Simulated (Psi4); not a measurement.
# HF/def2-TZVPPD run of BF (SMILES [B]F)

Aim: the vertical electron affinity of BF at HF/def2-TZVPPD, from 2 runs. 

The results are computed with Psi4 1.11.

## (1) Starting point

BF has 2 atoms, charge 0, and is taken as a singlet. As SMILES, `[B]F`. Geometry: relaxed at PBE0-D4/def2-TZVP.

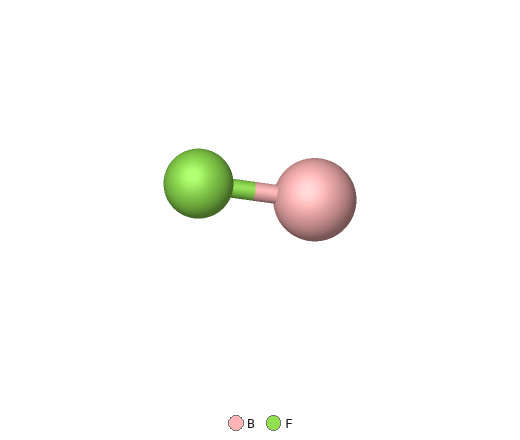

Viewed from a chosen angle; boron pink, fluorine green.

## (2) Energy and gradient at HF/def2-TZVPPD

bf.in reads:

```
memory 2200 mb

molecule {
  0 1
  B
  F 1 R2

  R2 = 1.26309
  symmetry c1
}

set globals {
  basis         def2-TZVPPD
  reference     rhf
  puream        true
  e_convergence 1e-09
  d_convergence 1e-08
  scf_type      pk
}

E, wfn = gradient('scf', return_wfn=True)
oeprop(wfn, 'DIPOLE', 'WIBERG_LOWDIN_INDICES', 'QUADRUPOLE', title='SCF')
```

Started as:

```sh
psi4 bf.in bf.out -n 1
```

bf.out:

```text
[...]
  Running in c1 symmetry.
[...]
  Nuclear repulsion =   18.852951476260600
[...]
  Multiplicity = 1
[...]
  Nalpha       = 7
  Nbeta        = 7
[...]
    Number of basis functions: 77
[...]
   @RHF iter   1:  -124.14325979872683   -7.41448e-01   3.24398e-03 ADIIS/DIIS
[...]
   @RHF iter   9:  -124.16242512046840   -1.12834e-11   3.87463e-09 DIIS
[...]
    Orbital Energies [Eh]
    ---------------------
    Doubly Occupied:
       1A    -26.377976     2A     -7.710295     3A     -1.699628
       4A     -0.855053     5A     -0.745955     6A     -0.745955
       7A     -0.405065
[...]
  @RHF Final Energy:  -124.16242512046840
   => Energetics <=
    Nuclear Repulsion Energy =             18.8529514762605999
    One-Electron Energy =                -208.9509013612107537
    Two-Electron Energy =                  65.9355247644817410
    Total Energy =                       -124.1624251204683986
[...]
  -Total Gradient:
     Atom            X                  Y                   Z
    ------   -----------------  -----------------  -----------------
       1       -0.000000000090    -0.000000000006    -0.014579224708
       2        0.000000000090     0.000000000006     0.014579224707
[...]
 Multipole Moments:
 ------------------------------------------------------------------------------------
     Multipole            Electronic (a.u.)      Nuclear  (a.u.)        Total (a.u.)
 ------------------------------------------------------------------------------------
 L = 1.  Multiply by 2.5417464519 to convert [e a0] to [Debye]
 Dipole X            :         -0.0000000            0.0000000           -0.0000000
 Dipole Y            :         -0.0000000            0.0000000           -0.0000000
 Dipole Z            :          0.0181231            0.3254674            0.3435906
 Magnitude           :                                                    0.3435906
 L = 2.  Multiply by 1.3450342976 to convert [e a0^2] to [Debye ang]
 Quadrupole XX       :         -7.7495848            0.0000000           -7.7495848
 Quadrupole XY       :          0.0000000            0.0000000            0.0000000
[...]
```

Wall time 10 s (1 thread of Intel Xeon at 2.50GHz (Skylake/Cascade Lake), shared host); peak memory 0.26 GiB.

## (3) The doublet anion, same level

job.json reads:

```json
{
 "schema_name": "qcschema_input",
 "schema_version": 1,
 "molecule": {
  "schema_name": "qcschema_molecule",
  "schema_version": 2,
  "symbols": ["B", "F"],
  "geometry": [0.0, 0.0, -0.01766894, 0.0, 0.0, 2.36922523],
  "molecular_charge": -1,
  "molecular_multiplicity": 2,
  "fix_symmetry": "c1"
 },
 "driver": "gradient",
 "model": {
  "method": "hf",
  "basis": "def2-TZVPPD"
 },
 "keywords": {
  "reference": "uhf",
  "puream": true,
  "e_convergence": 1e-09,
  "d_convergence": 1e-08,
  "scf_type": "pk",
  "maxiter": 100,
  "scf_properties": ["MAYER_INDICES", "WIBERG_LOWDIN_INDICES", "QUADRUPOLE"]
 }
}
```

Started as:

```sh
psi4 --qcschema job.json -n 1 --memory 2200MB
```

stdout:

```text
[...]
  Running in c1 symmetry.
[...]
  Nuclear repulsion =   18.852951490513714
[...]
  Multiplicity = 2
[...]
  Nalpha       = 8
  Nbeta        = 7
[...]
    Number of basis functions: 77
[...]
   @UHF iter   1:  -124.05198819289902   -6.50176e-01   3.97570e-03 ADIIS/DIIS
[...]
   @UHF iter  14:  -124.10018991611193   -2.25953e-12   4.44637e-09 DIIS
[...]
   @S^2 Observed:                7.671145468E-01
[...]
    Orbital Energies [Eh]
    ---------------------
    Alpha Occupied:
       1A    -26.105298     2A     -7.415041     3A     -1.438996
       4A     -0.596165     5A     -0.514756     6A     -0.485060
       7A     -0.157428     8A      0.037748
    Alpha Virtual:
       9A      0.202210    10A      0.245494    11A      0.276938
      12A      0.315512    13A      0.333423    14A      0.350305
      15A      0.352669    16A      0.354373    17A      0.396783
      18A      0.414030    19A      0.419543    20A      0.494084
      21A      0.521117    22A      0.558225    23A      0.574374
      24A      0.761752    25A      0.821430    26A      0.821738
[...]
  @UHF Final Energy:  -124.10018991611193
   => Energetics <=
    Nuclear Repulsion Energy =             18.8529514905137141
    One-Electron Energy =                -212.6469669098711677
    Two-Electron Energy =                  69.6938255032455345
    Total Energy =                       -124.1001899161119297
  UHF NO Occupations:
  HONO-2 :    6  A 1.9996872
  HONO-1 :    7  A 1.9917709
[...]
 Multipole Moments:
 ------------------------------------------------------------------------------------
     Multipole            Electronic (a.u.)      Nuclear  (a.u.)        Total (a.u.)
 ------------------------------------------------------------------------------------
 L = 1.  Multiply by 2.5417464519 to convert [e a0] to [Debye]
 Dipole X            :          0.0000000            0.0000000            0.0000000
 Dipole Y            :         -0.0000000            0.0000000           -0.0000000
 Dipole Z            :          1.8285895            0.3254674            2.1540570
 Magnitude           :                                                    2.1540570
 L = 2.  Multiply by 1.3450342976 to convert [e a0^2] to [Debye ang]
 Quadrupole XX       :        -15.9325226            0.0000000          -15.9325226
 Quadrupole XY       :         -1.5351207            0.0000000           -1.5351207
[...]
  -Total Gradient:
     Atom            X                  Y                   Z
    ------   -----------------  -----------------  -----------------
       1       -0.000000000001     0.000000000003     0.063275555029
       2        0.000000000001    -0.000000000003    -0.063275555029
[...]
```

The result, in JSON:

```text
{
 "driver": "gradient",
 "model": {
  "method": "hf",
  "basis": "def2-TZVPPD"
 },
 "success": true,
 "return_result": [-9.52670221070976e-13, 2.7856622438735895e-12, 0.06327555502921856, 9.526702210785952e-13, -2.785662243908874e-12, -0.06327555502899995],
 "properties": {
  "calcinfo_nbasis": 77,
  "calcinfo_nmo": 77,
  "calcinfo_nalpha": 8,
  "calcinfo_nbeta": 7,
  "calcinfo_natom": 2,
  "nuclear_repulsion_energy": 18.852951490513714,
  "return_energy": -124.10018991611193,
  "return_gradient": [-9.52670221070976e-13, 2.7856622438735895e-12, 0.06327555502921856, 9.526702210785952e-13, -2.785662243908874e-12, -0.06327555502899995],
  "scf_one_electron_energy": -212.64696690987117,
  "scf_two_electron_energy": 69.69382550324553,
  "scf_dipole_moment": [3.051128283063849e-10, -8.918293701893165e-10, 2.1540569679547055],
  "scf_total_energy": -124.10018991611193,
  "scf_total_gradient": [-9.52670221070976e-13, 2.7856622438735895e-12, 0.06327555502921856, 9.526702210785952e-13, -2.785662243908874e-12, -0.06327555502899995],
  "scf_iterations": 14
 }
}
```

Run time: 9.6 s. Hardware: 1 thread of Intel Xeon at 2.50GHz (Skylake/Cascade Lake), shared host; peak memory 0.26 GiB.

## (4) Results

Level: HF/def2-TZVPPD.

| quantity | value |
| --- | --- |
| singlet BF: total energy | -124.16243 Eh |
| singlet BF: dipole moment | 0.87 D |
| singlet BF: HOMO energy | -11.02 eV |
| singlet BF: LUMO energy | 1.57 eV |
| singlet BF: HOMO–LUMO gap | 12.60 eV |
| singlet BF: largest force on an atom | 0.750 eV/Å |
| doublet anion: total energy | -124.10019 Eh |
| doublet anion: HOMO energy (highest over α and β) | 1.03 eV |
| doublet anion: LUMO energy (lowest over α and β) | 5.50 eV |
| doublet anion: ⟨S²⟩ | 0.767 |
| doublet anion: largest force on an atom | 3.254 eV/Å |
| vertical electron affinity (to the doublet anion) | -1.694 eV |

In words: The anion lies 1.69 eV (39 kcal/mol) above the neutral: the electron isn't bound at this level, and such a value depends on the basis. Hartree–Fock misses the correlation that binds many anions. The largest force (singlet BF) is 0.75 eV/Å: the shape isn't a stationary point for this species at this level. The HOMO (doublet anion) lies at positive energy, 1.03 eV: the electron is unbound at this level or held by a compact basis; values depend on the basis.
